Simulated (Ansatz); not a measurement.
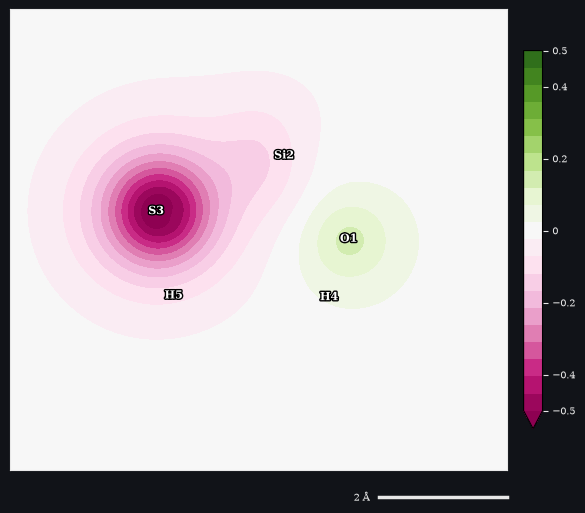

*H$_{2}$OSSi. The HOMO−1 on a plane 0.8 Å above the molecular plane (values in Å⁻³ᐟ²; the overall sign is arbitrary).*

All numbers below come from Ansatz 0.2.0, RKS PBE0/6-31G*.

```xyz
5

O    -1.2206   -0.6659   -0.2924
Si   -0.9658    0.9614   -0.0880
S     1.1786    1.1232    0.3143
H    -0.5162   -1.3245   -0.2302
H     1.5739   -0.1678    0.2547
```

Describe this orbital and give its energy.

Its weight (Hirshfeld) is mainly on S3 (about 80 %); it changes sign across the molecular plane (π type). Its energy is −7.89 eV.
